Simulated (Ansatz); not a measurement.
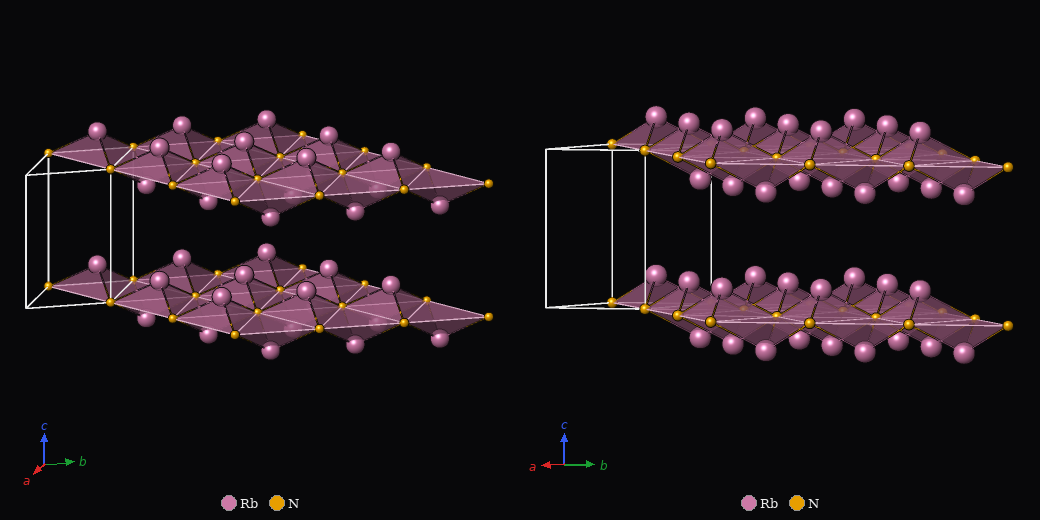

Polyhedra are drawn about Rb (bonds: N–Rb below 3.3 Å); other atoms are plain spheres. Two views of the same piece.

The compound is Rb₂N (space group P-3m1, No. 164), taken as the end point of a relaxation with DFT PBE, scalar-relativistic, plane waves, PAW in Ansatz; the starting structure was generated, so it need not be a known form of this composition.

Sharing among the drawn polyhedra:

```csv
site,polyhedron,corner-sharing neighbours,edge-sharing,face-sharing,bond (Å)
Rb,RbN3 trigonal pyramid,9,3,0,2.91
```

They form layers of corner- and edge-sharing trigonal pyramids parallel to (001).
